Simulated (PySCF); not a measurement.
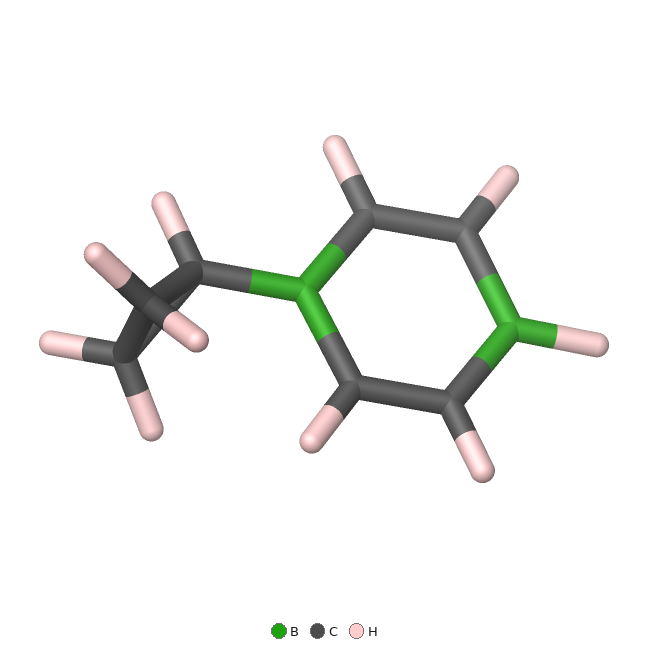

Rendered structure (stick style). Every bond is drawn as one stick, whatever its order.

Description:

Formula C7H10B2. As SMILES it reads `B1C=CB(C2CC2)C=C1`. Independent rings (smallest set): 1 of 3 members, 1 of 6 members. Among its groups: alkene, B–H bond. Coordination, clear cases only: 2 B trigonal planar; 4 C trigonal planar.

More results for the same structure follow; atom numbers are the same in all pictures, views and colours differ. Computed geometry: PBE0-D3(BJ)/def2-SVP optimisation. No frequency run is at hand to confirm it as a minimum.

**Ring current**

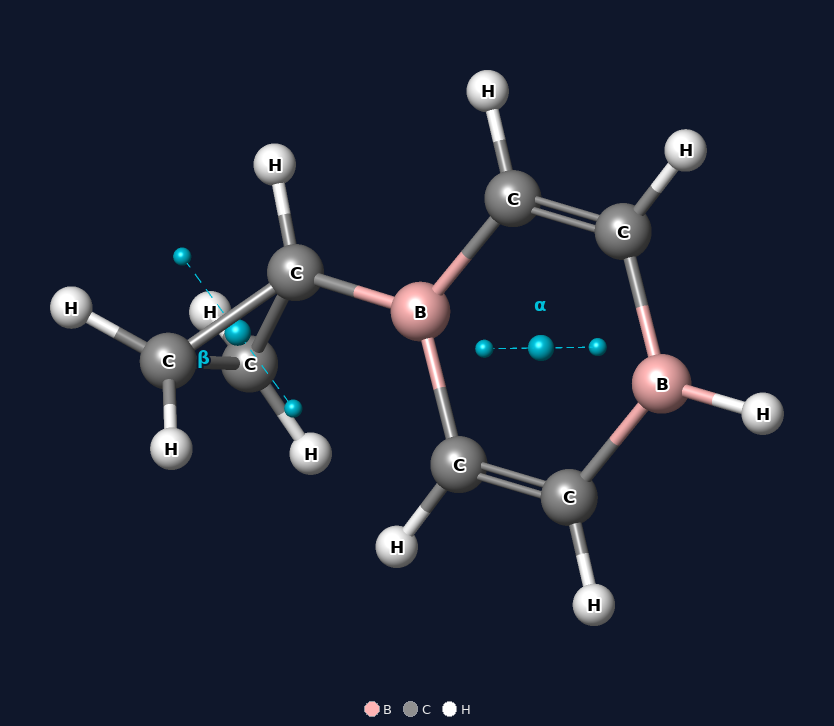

The small points mark where nucleus-independent chemical shifts (NICS) were computed: at the centre of each lettered ring and 1 Å above and below it. No frequency run is at hand to confirm it as a minimum. Level of theory: GIAO PBE0/pcSseg-1 NMR shielding, non-relativistic, gas phase (PySCF 2.14.0).

Give NICS(0), NICS(1) and the out-of-plane component NICS(1)zz for each ring (means of the two sides).

```json
{"ring": "α", "members": "C4B2", "NICS(0)": "10.2", "NICS(1)": "3.0", "NICS(1)zz": "14.9"}
{"ring": "β", "members": "C3", "NICS(0)": "−44.3", "NICS(1)": "−7.7", "NICS(1)zz": "−24.4"}
```

Values in ppm.

**What do the values say about the ring currents?**

Ring α: paratropic, as in an antiaromatic ring. NICS is one index among several.

**Excitation**

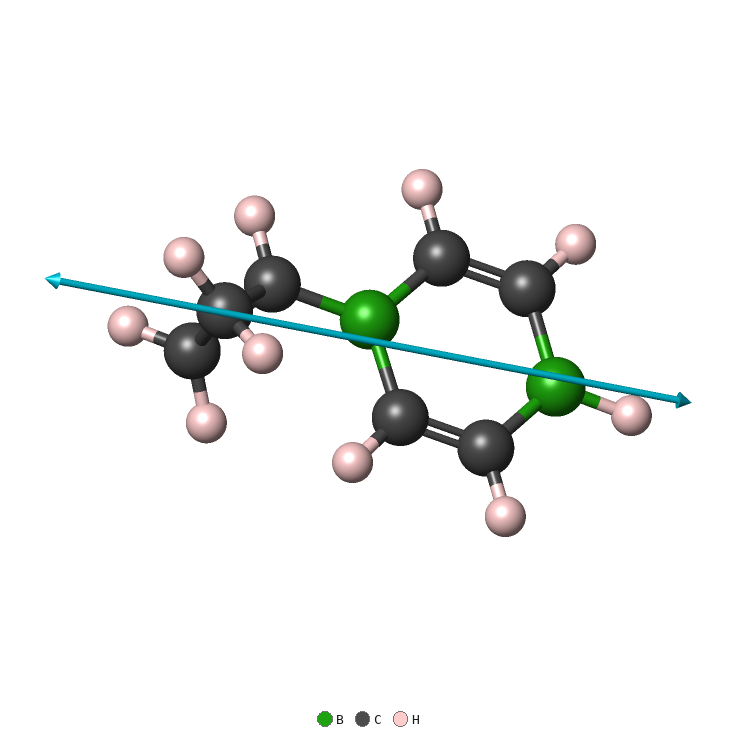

The double arrow shows the direction of the transition dipole to excited singlet state 5 (its length means nothing). No frequency run is at hand to confirm it as a minimum. Level of theory: TDDFT PBE0/def2-SVPD, vertical, gas phase, core orbitals frozen in the response (PySCF 2.14.0).

**Give its energy, strength and character.**

4.52 eV (274 nm), oscillator strength 0.30, mainly HOMO−2 → LUMO (weight 0.91); transition dipole 4.15 D.

**Core levels**

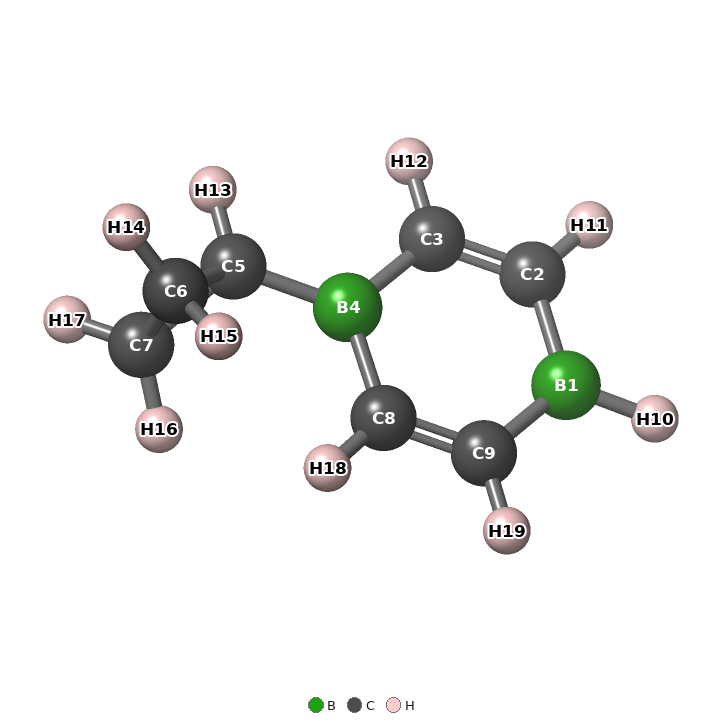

No frequency run is at hand to confirm it as a minimum. Level of theory: delta-SCF UKS SCAN, pcX-2 on the ionised atom, pcseg-1 elsewhere, spin-free X2C (PySCF 2.14.0).

Give the core-electron binding energies (to vacuum) of B1 1s, C2 1s, C3 1s, B4 1s, C5 1s, C6 1s.

```json
{"atom": "B1", "level": "1s", "binding energy (eV)": "194.9"}
{"atom": "C2", "level": "1s", "binding energy (eV)": "289.6"}
{"atom": "C3", "level": "1s", "binding energy (eV)": "289.7"}
{"atom": "B4", "level": "1s", "binding energy (eV)": "194.9"}
{"atom": "C5", "level": "1s", "binding energy (eV)": "290.0"}
{"atom": "C6", "level": "1s", "binding energy (eV)": "290.7"}
```

**Polarisability**

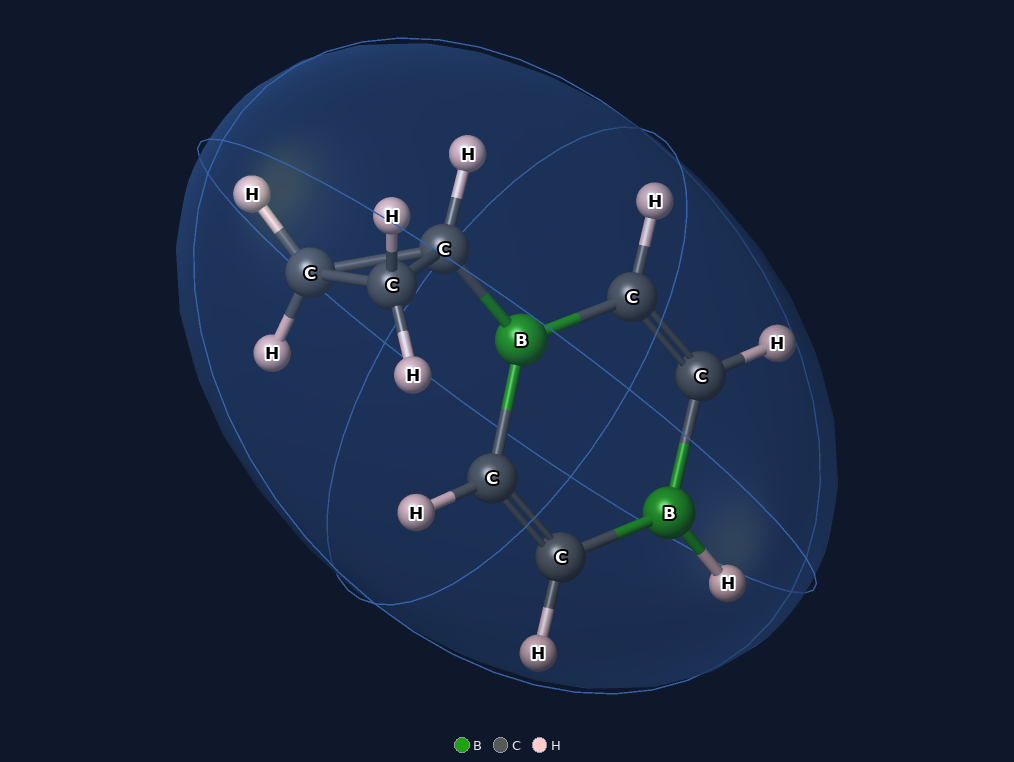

The ellipsoid shows the static dipole polarisability: its half-axes are proportional to the principal values. No frequency run is at hand to confirm it as a minimum. Computed with PBE0/def2-SVPD in benzene (IEF-PCM) (PySCF 2.14.0).

**Give the principal values, the mean and the anisotropy.**

Principal values 84.1, 115.1, 180.5 bohr³; mean 126.6 bohr³ (18.75 Å³); anisotropy 85.2 bohr³, so the longest axis is 2.15 times the shortest.
